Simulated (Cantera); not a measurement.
Input: 1 mol Cr, 2.5 mol N2O, 140 mol H2, at 2.20 mbar.

Method: chemical equilibrium by Gibbs-energy minimisation in Cantera with the NASA 1993 tables (ideal gas, pure condensed phases). Candidate condensed phases: Cr, CrN, Cr2N, Cr2O3, H2O; 29 gas species. The numbers say what is thermodynamically allowed, not how fast it happens.

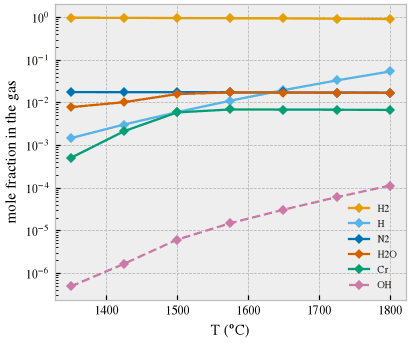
Figure. Equilibrium gas composition (values under 1e-9 drawn at 1e-9)

From 1350 °C to 1500 °C the condensed part is Cr2O3(s). From 1575 °C to 1800 °C nothing is condensed. The main Cr-bearing gas is Cr throughout.
